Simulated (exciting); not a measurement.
The O K edge of atom 5 in In2O3, space group R-3c, with 2 In at 2.12 Å and 2 In at 2.26 Å (4-fold, site symmetry 2), was computed at 2 levels: exchange and screened direct term (singlet BSE) and independent particles. Common settings: exciting, all-electron LAPW+lo, LDA, 3×3×3 shifted k points, 42 conduction bands, |G+q| up to 3 bohr⁻¹, full RPA screening with nempty = 76, Lorentzian half width 0.45 eV.

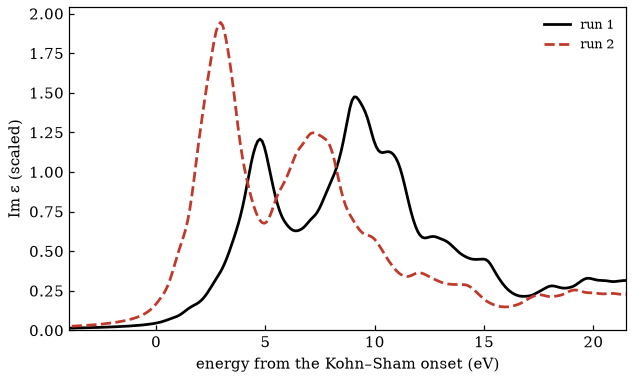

Energy from the Kohn–Sham onset, core level to the lowest empty state found on the meshes used; all runs on one relative scale.

Which run is which, and why?

Run 1: independent particles; highest local maximum in the window at 9.1 eV. Run 2: exchange and screened direct term (singlet BSE); highest local maximum in the window at 2.9 eV. The attractive direct term pulls weight down: the curves pass 0.29 at 2.6 and 0.6 eV in the order of the runs. Fine structure above the first lines is partly noise of the 27-point mesh.

[Hosts, paths, dates, database ids (printed as entryN), source tags and the programs' standing remarks are cut or masked in the printed files.]
